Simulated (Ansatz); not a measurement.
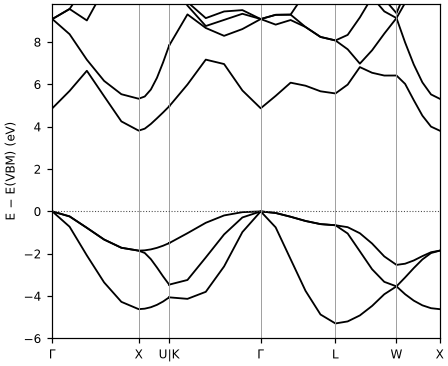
Figure. Band structure from plane-wave PAW HSE06 (Ansatz code)

### Question
Read off the gap and where the band edges lie.

### Answer
About 3.8 eV (3.82 eV among the points solved); maximum at Γ, minimum at X.

### Question
Pick the material that matches.
A. ZnS, zinc blende
B. CaO, rock salt
C. MgS, rock salt
D. GaN, rock salt

### Answer
C, MgS, rock salt

Space group Fm-3m (rock salt). The HSE06 relaxation kept the symmetry of its start. The hybrid was solved on a coarse mesh, the path and, where they were found, the r²SCAN edge points; its band edges are the extreme levels among these.

Potentials: the earlier of the program's two PAW sets. The files were generated under PBE; for other functionals the program regenerates the frozen cores, and for LDA and PBEsol the local potential too.
